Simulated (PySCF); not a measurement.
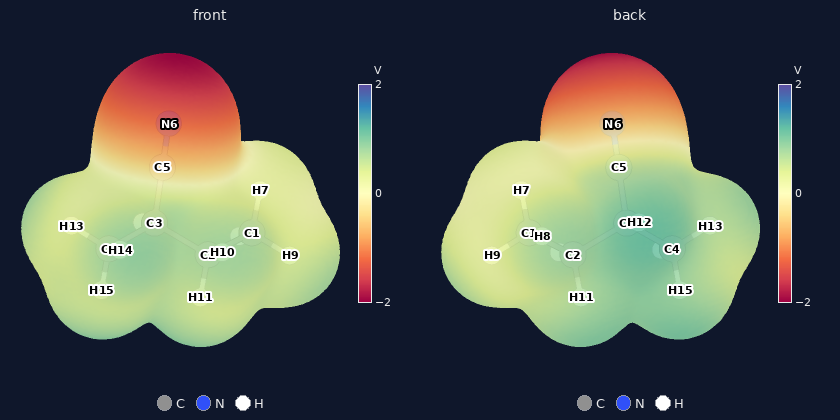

*C₅H₉N. The electrostatic potential painted on the density surface at 0.002 e/bohr³, seen from the front and from behind; red is negative and blue positive.*

Geometry: GFN2-xTB, NEB image 0 of 0 to 8.

These are results of PySCF, PBE0/pcSseg-1, SCF density, gas phase, non-relativistic, not measurements.

```yaml
atoms:
  - { symbol: C, position_ang: [1.8650, 0.6004, 0.2699] }
  - { symbol: C, position_ang: [0.6031, -0.1668, 0.6441] }
  - { symbol: C, position_ang: [-0.4407, -0.1369, -0.4836] }
  - { symbol: C, position_ang: [-1.6491, -1.0231, -0.1647] }
  - { symbol: C, position_ang: [-0.8865, 1.2211, -0.6984] }
  - { symbol: N, position_ang: [-1.2479, 2.2946, -0.8532] }
  - { symbol: H, position_ang: [1.6282, 1.6399, 0.0528] }
  - { symbol: H, position_ang: [2.3331, 0.1636, -0.6103] }
  - { symbol: H, position_ang: [2.5814, 0.5731, 1.0872] }
  - { symbol: H, position_ang: [0.1653, 0.2631, 1.5481] }
  - { symbol: H, position_ang: [0.8525, -1.2093, 0.8551] }
  - { symbol: H, position_ang: [0.0277, -0.4818, -1.4144] }
  - { symbol: H, position_ang: [-2.3799, -0.9801, -0.9697] }
  - { symbol: H, position_ang: [-2.1292, -0.6950, 0.7552] }
  - { symbol: H, position_ang: [-1.3275, -2.0548, -0.0401] }
```

Q: Where is the surface potential most negative and most positive?

A: The most negative region (about −2.0 V) lies over N6, the most positive (about +1.2 V) over H12. N6 is the likeliest acceptor of a hydrogen bond.

Q: What dipole moment does the calculation give?

A: Its dipole moment is 4.01 D.
